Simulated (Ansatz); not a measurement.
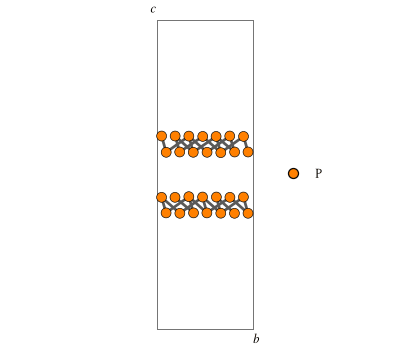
Fig. 1. The relaxed cell of a stack of sheets

Calculation: PBE+D3(BJ) (plane waves to 420 eV, PAW; Ansatz, an electronic-structure program). Scalar-relativistic, without spin–orbit coupling; PBE gaps are too small against experiment. Its k-point mesh 6×6×1, Fermi–Dirac width 0.01 eV. A dipole correction is on.

Question: Which stack is drawn? Give its spacing, binding and gap.

Answer: Several could match; the one computed here: 2 layers of blue-P, twisted by 21.8° from the antiparallel setting (blue-P a predicted or substrate-bound sheet, here free).
The gap between facing atomic planes is 3.42 Å, the step of the vacuum level across the stack (top less bottom) is 0.00 eV and the interaction energy of the frozen layers comes out as -15.1 meV/Å². The interaction energy without the D3 term at this geometry comes out as +5.1 meV/Å² and the PBE gap over the mesh and listed points off it comes out as 1.44 eV. The valence and conduction edges under the vacuum level of the lower face is 5.68 and 4.24 eV.
